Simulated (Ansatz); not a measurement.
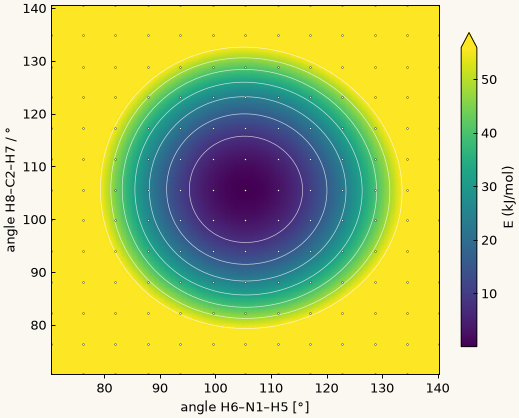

CH6AsNZn, SMILES N[CH2][Zn][AsH2]. The first coordinate is: angle H6–N1–H5; the second: angle H8–C2–H7. Nothing is relaxed (all other coordinates rigid). The scan uses a 13 × 13 grid. Points are written as (first, second). Energies: kJ/mol, counted from the lowest grid point. Computed with Ansatz, RKS B3LYP-D4/def2-SVP.

Drawn: a smooth colour map with a few white contour lines, dots at the grid points, one colour for all values above the top of the scale. Between grid points the surface is interpolated.

**Where is the minimum, and how stiff is the well along each coordinate?**

The interpolated minimum is at angle H6–N1–H5 ≈ 105.3°, angle H8–C2–H7 ≈ 105.6°. The curvatures there are about 5.2 eV/rad² and 5.3 eV/rad², with a cross term of about 0 eV/rad². Round the minimum the contours are nearly round: the two directions are equally stiff and uncoupled. (1 eV is 96.5 kJ/mol.)
